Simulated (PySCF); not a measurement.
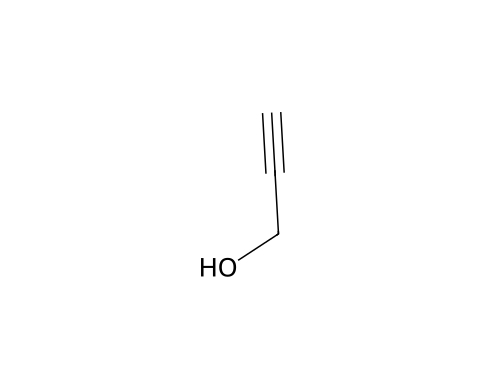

2D structure.

**Transcribe the drawing into SMILES.**

C#CCO

**What is the molecular formula?**

C3H4O.

**An optimisation with PBE0-D3(BJ)/def2-SVP gave a structure of which point group?**

Cs.

More results for the same structure follow; atom numbers are the same in all pictures, views and colours differ. The computed structure is the end point of a PBE0-D3(BJ)/def2-SVP optimisation. No frequency run is at hand to confirm it as a minimum.

## Shape

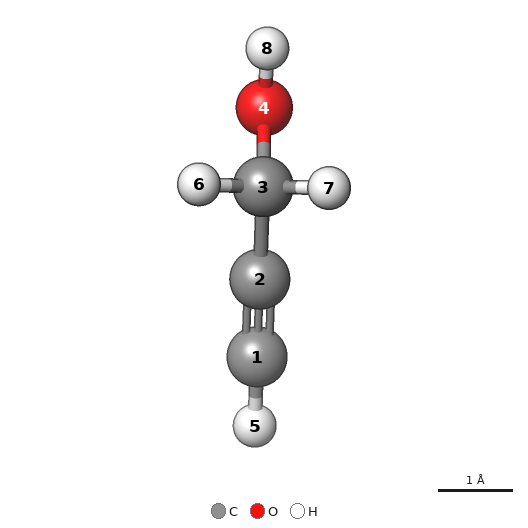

No frequency run is at hand to confirm it as a minimum.

List the bonds and their lengths.

| bond | length (Å) | order |
| --- | --- | --- |
| C1–C2 | 1.210 | triple |
| C1–H5 | 1.075 | single |
| C2–C3 | 1.460 | single |
| C3–O4 | 1.401 | single |
| C3–H6 | 1.110 | single |
| C3–H7 | 1.110 | single |
| O4–H8 | 0.962 | single |

## Dipole moment

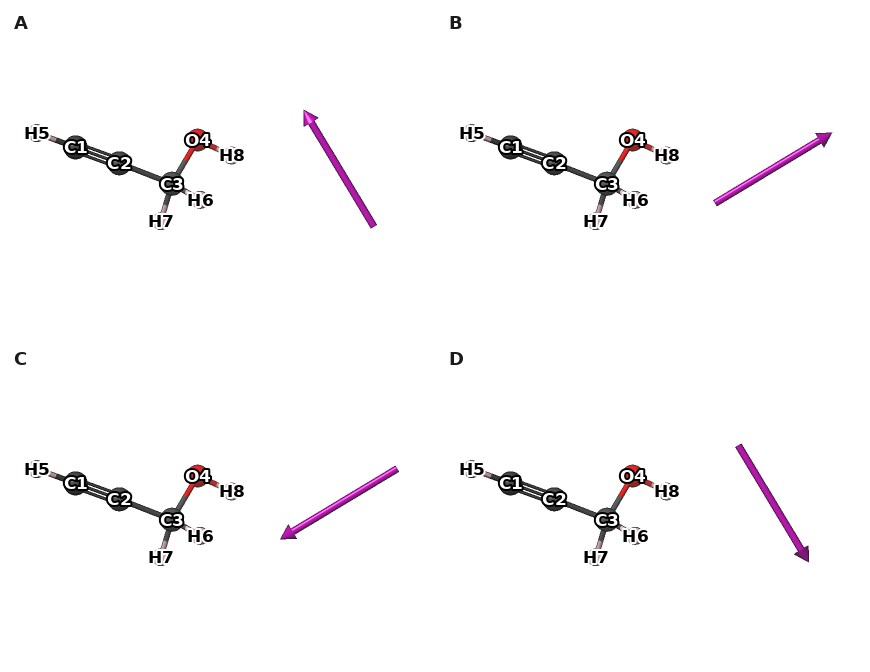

The same molecule four times, each with an arrow. No frequency run is at hand to confirm it as a minimum. Properties computed with PBE0/6-311+G(2d,p), gas phase (PySCF 2.14.0).

**Which arrow points along the dipole moment, from the negative to the positive end?**

D. The dipole moment is 1.96 D; it points from the side of H5 to the side of H6, H7 (the outermost atoms at the two ends).

## NMR shielding

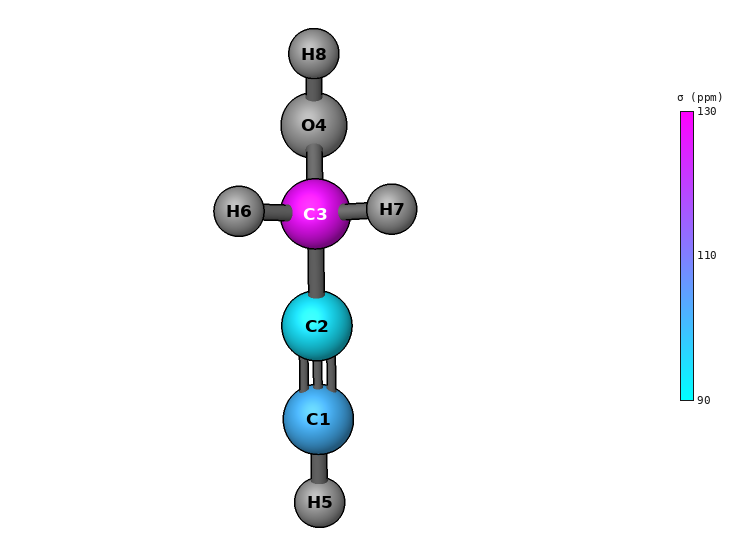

Atoms are coloured by their isotropic NMR shieldings (C only, the others grey). No frequency run is at hand to confirm it as a minimum. Properties computed with GIAO CAM-B3LYP/pcSseg-2 NMR shielding, non-relativistic, gas phase (PySCF 2.14.0).

Give the isotropic NMR shieldings of the C atoms atom by atom.

| atom | σ (ppm) |
| --- | --- |
| C1 | 101.3 |
| C2 | 94.0 |
| C3 | 127.5 |

## Charges

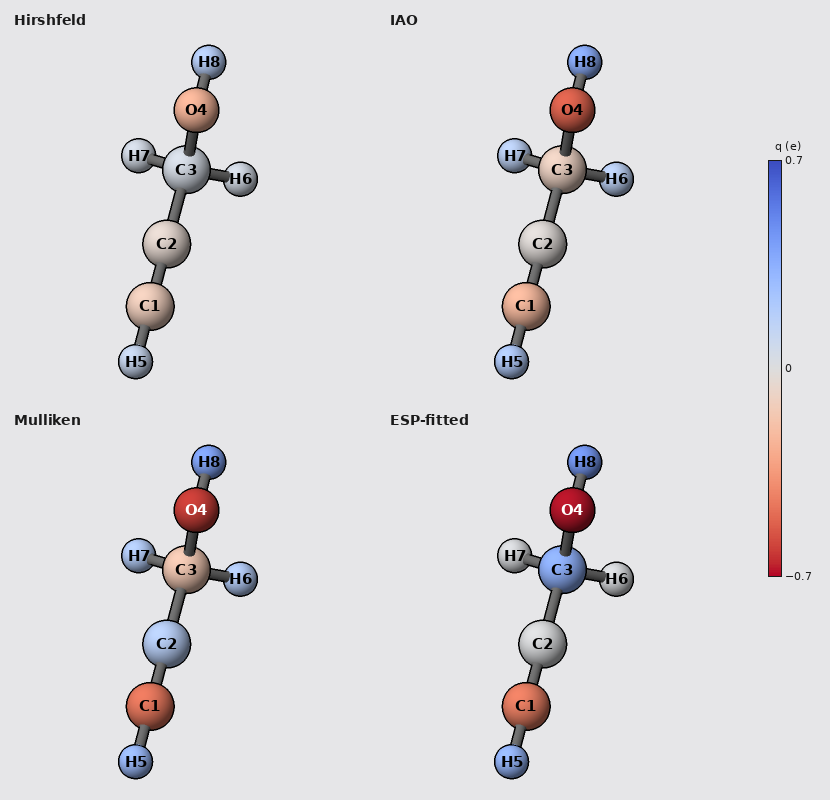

Atomic charges of one calculation by 4 schemes, on one colour scale. No frequency run is at hand to confirm it as a minimum. Method: PBE0/6-31G (PySCF 2.14.0).

**On which atom do the schemes disagree most?**

On C3 (from −0.15 to 0.33 e).

List the charges (e), one line for each set of equivalent atoms.

```csv
atom,Hirshfeld,IAO,Mulliken,ESP-fitted
C1,−0.12,−0.22,−0.45,−0.43
C2,−0.05,−0.02,0.17,0.01
C3,0.04,−0.09,−0.15,0.33
O4,−0.24,−0.51,−0.60,−0.67
H5,0.10,0.20,0.28,0.30
"H6, H7",0.04,0.15,0.19,0.01
H8,0.17,0.35,0.38,0.43
```

## Quadrupole coupling

No frequency run is at hand to confirm it as a minimum. Electric field gradients from the ground-state density, PBE0/6-311+G(2d,p) (PySCF 2.14.0), non-relativistic apart from any core potentials.

Give the largest field-gradient component, the quadrupole coupling constant and the asymmetry for 17O at O4 (Q = −25.6 mb), 2H at H5 (Q = 2.86 mb), 2H at H6 (Q = 2.86 mb), 2H at H8 (Q = 2.86 mb).

| atom | V_zz (a.u.) | e²qQ/h (MHz) | η |
| --- | --- | --- | --- |
| O4 | −1.949 | 11.72 | 0.86 |
| H5 | 0.343 | 0.230 | 0.01 |
| H6 | 0.273 | 0.183 | 0.06 |
| H8 | 0.490 | 0.329 | 0.14 |

Mulliken values depend strongly on the basis set and can even reverse the polarity of a bond.
